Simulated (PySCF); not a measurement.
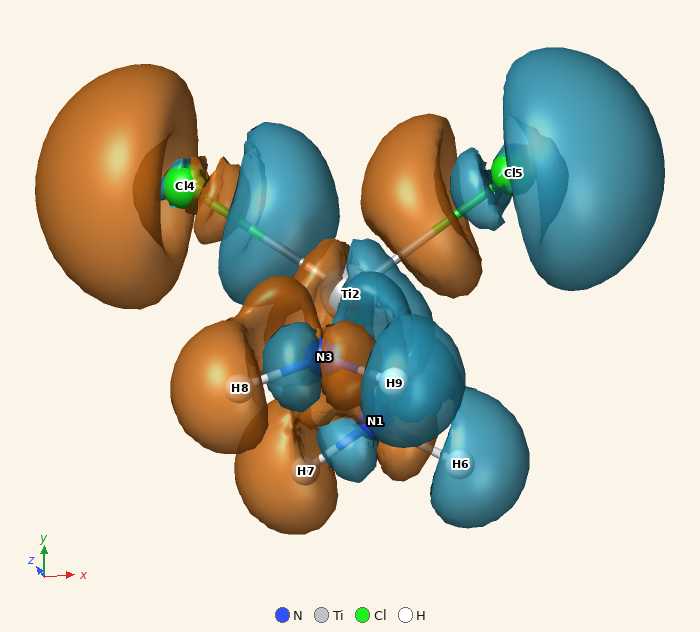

Figure. Cl$_{2}$H$_{4}$N$_{2}$Ti, SMILES `N[Ti](N)(Cl)Cl`. Change of the electron density in a uniform field of 0.21 V/Å, surfaces at ±0.0015 e/Å³ (light blue: gain, orange: loss).

Method: ωB97X/def2-TZVP; geometry: GFN2-xTB; program: PySCF. This is a single-reference result, which may miss multireference character in this system. No frequency check shows the geometry to be a minimum. A basis without diffuse functions makes polarisabilities too small. GFN2-xTB bond lengths at metals and heavier atoms can be off by up to 0.1 Å and shapes distorted, which carries into these values.

Geometry (Å), atoms numbered from 1:

```
N1      -0.0013   -1.3272   -1.5177
Ti2      0.0001   -0.2947    0.0001
N3       0.0017   -1.3276    1.5175
Cl4     -1.7587    0.9409    0.0009
Cl5      1.7584    0.9414   -0.0006
H6       0.8265   -1.7330   -1.9561
H7      -0.8299   -1.7300   -1.9575
H8      -0.8260   -1.7337    1.9559
H9       0.8303   -1.7368    1.9512
```

The field was applied in both directions; the picture shows the one opposite to the script's first.

**Along which Cartesian direction does the field point?**

Along −x: electrons gather on the +x side, against the field.

**How large is the response?**

The induced dipole is 0.80 D (along the field); α along this axis, from the fields in both directions, is 79 bohr³ (11.6 Å³).
